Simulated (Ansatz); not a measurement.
The structure below was relaxed with PBEsol (Ansatz, an electronic-structure program, PAW, scalar-relativistic without spin-orbit coupling), earlier PAW set.

```
PtPb
1.0
    0.00000     2.80696     2.80696
    2.80696     0.00000     2.80696
    2.80696     2.80696     0.00000
Pt Pb
1 1
Cartesian
  0.00000   0.00000   0.00000
  2.80696   2.80696   2.80696
```

Find the space group and the Wyckoff positions.

Space group Fm-3m (No. 225); a = b = c = 5.6139 Å, α = β = γ = 90.00°

```
atom  site  symmetry       x       y       z
----  ----  --------  ------  ------  ------
Pt      4a      m-3m  0.0000  0.0000  0.0000
Pb      4b      m-3m  0.5000  0.5000  0.5000
```

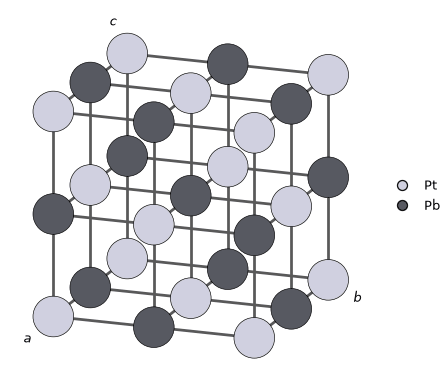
Figure. The conventional cell

No phonon test of stability was made. All final runs are without spin polarisation. The cell was made from PbSe by this change: Se → Pt; the result is a hypothetical phase, not in the database extracts checked.
